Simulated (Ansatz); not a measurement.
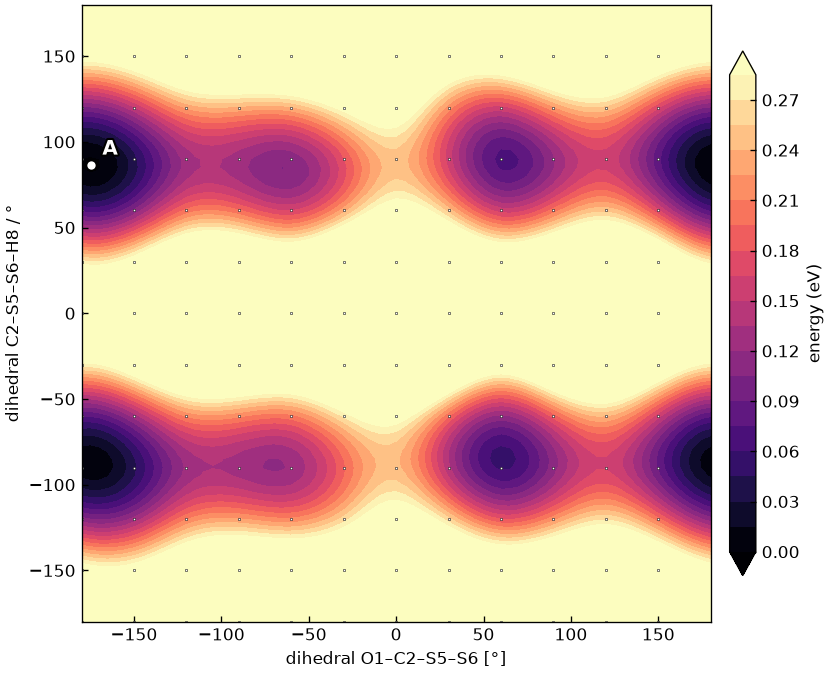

CH2F2OS2, SMILES OC(F)(F)SS. First axis: dihedral O1–C2–S5–S6. Second axis: dihedral C2–S5–S6–H8. Nothing is relaxed (all other coordinates rigid). The scan uses a 12 × 12 grid. All energies are given in eV relative to the lowest grid point. All numbers below come from RKS PBE-D4/def2-SVP (Ansatz 0.2.0).

In the figure: filled contours, dots at the grid points, one colour for all values above the top of the scale, the well A. Between grid points the surface is interpolated.

Q: Where is the minimum, and how stiff is the well along each coordinate? Take the well at A.

A: The interpolated minimum is at dihedral O1–C2–S5–S6 ≈ −175°, dihedral C2–S5–S6–H8 ≈ 87°. The curvatures there are about 0.52 eV/rad² and 0.67 eV/rad², with a cross term of about 0.04 eV/rad². Round the minimum the two coordinates are weakly coupled (coupling 0.07 in units of the two stiffnesses).
